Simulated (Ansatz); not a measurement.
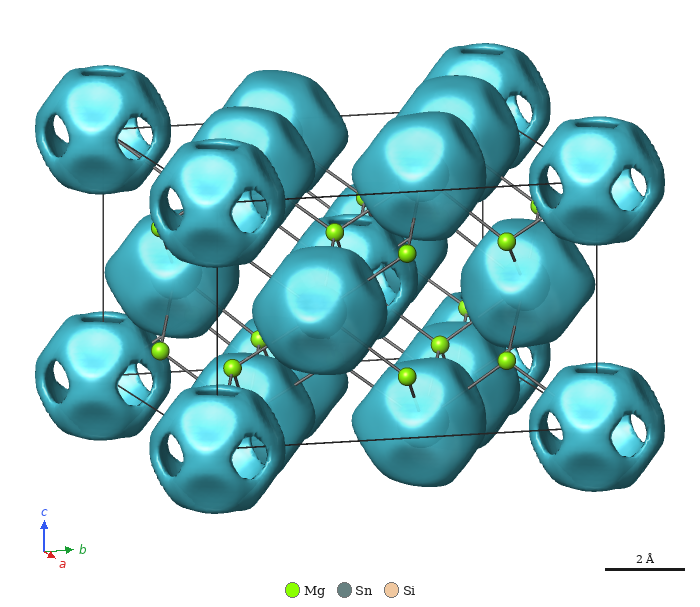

Mg₁₀Si₄Sn. Isosurface of the electron localisation function at 0.6 (cyan), seen slightly off an axis. Core shells and regions of very low density are left out. Sticks mark near contacts.

Space group I4/m; a generated structure, not necessarily the stable one.

Method: DFT PBEsol, scalar-relativistic, plane waves, PAW (Ansatz).

Core electrons are frozen (PAW), and the valence fields are smoothed inside the atomic spheres.

### Where are the electrons localised?

The surface consists of eight regions wrapped around Si (the valence shell of each) and two regions wrapped around Sn (the valence shell of each), counted in one cell of 30 atoms. Any copies at cell faces, edges or corners count once. Profiles from the grid: Mg–Si (2.74 Å): the ELF peaks at about 0.85 in the valence shell of Si, 1.1 Å from its nucleus, and is about 0.80 at the midpoint. Mg–Sn (2.86 Å): the ELF peaks at about 0.65 in the valence shell of Sn, 1.5 Å from its nucleus, and is about 0.65 at the midpoint.
